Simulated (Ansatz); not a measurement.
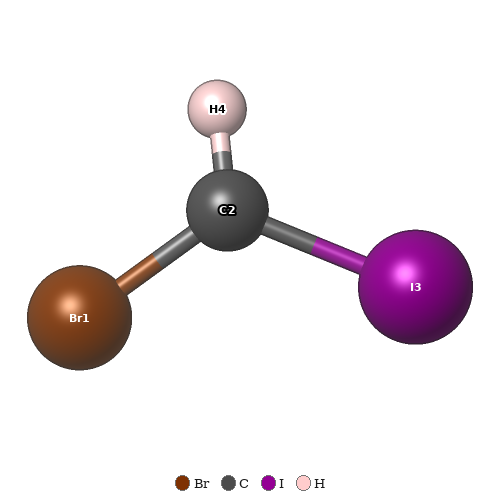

The system is CHBrI, SMILES Br[CH]I, spin multiplicity 2; the picture shows the reference structure. The first coordinate is: bond length C2–I3; the second: angle I3–C2–H4. Nothing is relaxed (all other coordinates rigid). The scan uses a 9 × 9 grid. Energies: kcal/mol, counted from the relaxed molecule at the same level. In part of the range the unrestricted reference is strongly spin-contaminated. Method: UKS r2SCAN-D4/def2-TZVP in Ansatz 0.2.0.

Its coordinates:

```yaml
atoms:
  - { symbol: Br, position_ang: [-1.6926, 0.1066, -0.6927] }
  - { symbol: C, position_ang: [0.0010, 0.2198, 0.0635] }
  - { symbol: I, position_ang: [0.9539, -1.4290, 0.8332] }
  - { symbol: H, position_ang: [0.6229, 1.0340, -0.2819] }
```

Range: bond length C2–I3 from 1.808 to 2.568 Å; angle I3–C2–H4 from 72.2 to 162.2°.

Q: What landscape does the calculation give?

A: The lowest grid point is at bond length C2–I3 = 2.093 Å, angle I3–C2–H4 = 117.2°, 0.27 kcal/mol from the relaxed molecule at the same level. No other kind of well shows on this grid. The highest grid point, bond length C2–I3 = 1.808 Å, angle I3–C2–H4 = 162.2°, lies 118 kcal/mol above the lowest. Round the minimum the two coordinates are nearly uncoupled.

| angle I3–C2–H4 ↓, bond length C2–I3 → | 1.808 | 1.903 | 1.998 | 2.093 | 2.188 | 2.283 | 2.378 | 2.473 | 2.568 |
| --- | --- | --- | --- | --- | --- | --- | --- | --- | --- |
| 162.2 | 118 | 95 | 80 | 71 | 66 | 64 | 63 | 63 | 64 |
| 151.0 | 63 | 47 | 37 | 33 | 32 | 34 | 37 | 40 | 44 |
| 139.7 | 35 | 21 | 15 | 13 | 14 | 18 | 22 | 27 | 32 |
| 128.5 | 21 | 9 | 4 | 3 | 5 | 10 | 15 | 20 | 26 |
| 117.2 | 17 | 6 | 1 | 0 | 3 | 7 | 12 | 18 | 24 |
| 106.0 | 21 | 9 | 4 | 3 | 5 | 9 | 14 | 19 | 25 |
| 94.7 | 32 | 19 | 12 | 10 | 11 | 14 | 19 | 23 | 28 |
| 83.5 | 50 | 35 | 26 | 23 | 23 | 24 | 27 | 30 | 34 |
| 72.2 | 77 | 58 | 47 | 41 | 39 | 38 | 39 | 40 | 43 |

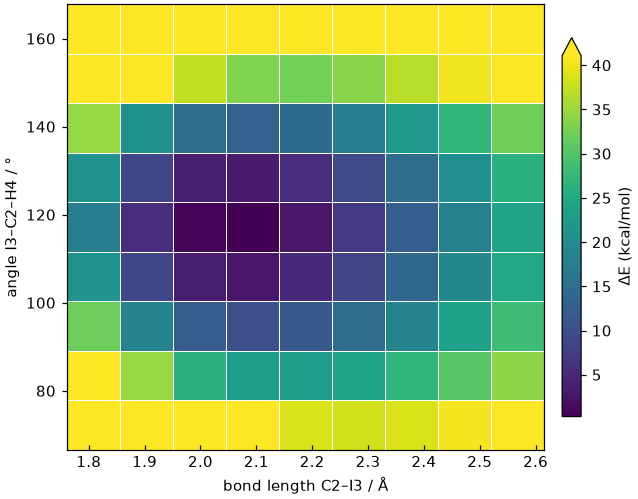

Drawn: one coloured cell a grid point, one colour for all values above the top of the scale.

Each point was launched as `ansatz run input.yaml --threads 1 --pin off --max-ram 2560MiB --backend cpu --events-out ev --progress --plain --runs-dir out`. Time for the 81 points that were run: 28 min on 1 thread of Arm Neoverse V2 (shared host).
